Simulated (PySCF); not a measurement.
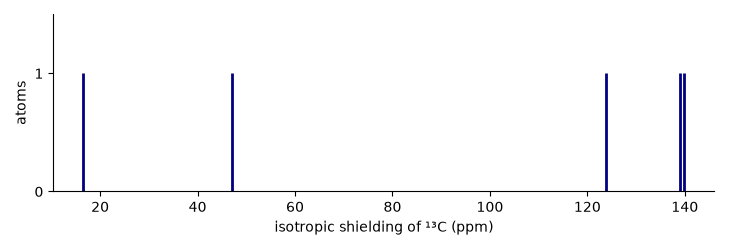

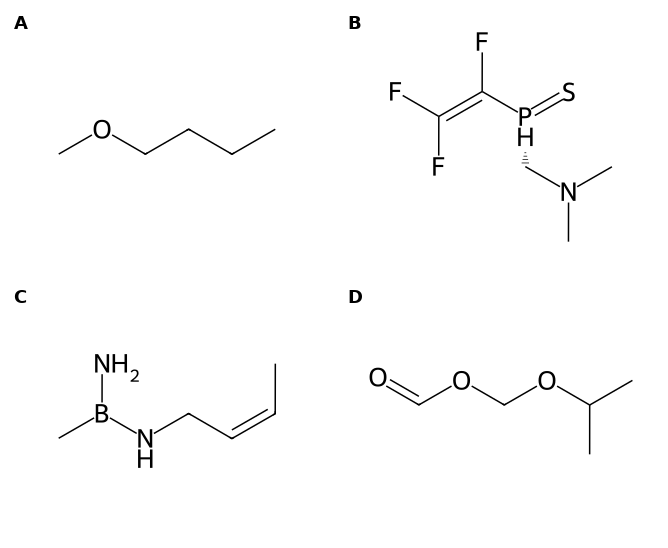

The sticks are computed shieldings of one of the molecules, for one fixed geometry (GFN2-xTB) without averaging over rotations. Low shielding means a high chemical shift. Method: GIAO PBE0/pcSseg-1 NMR shielding, non-relativistic, gas phase (PySCF 2.14.0).

**Which molecule gives this pattern?**

B, `CN(C)C[P@@H](=S)C(F)=C(F)F`. Its 5 C atoms give lines at 16.5, 47.0, 123.9, 139.1, 139.9 ppm.

The geometry is semi-empirical. Around B, P such bond lengths and angles can be off by a tenth of an ångström or more and by several degrees, and values that hang on the shape move with them.
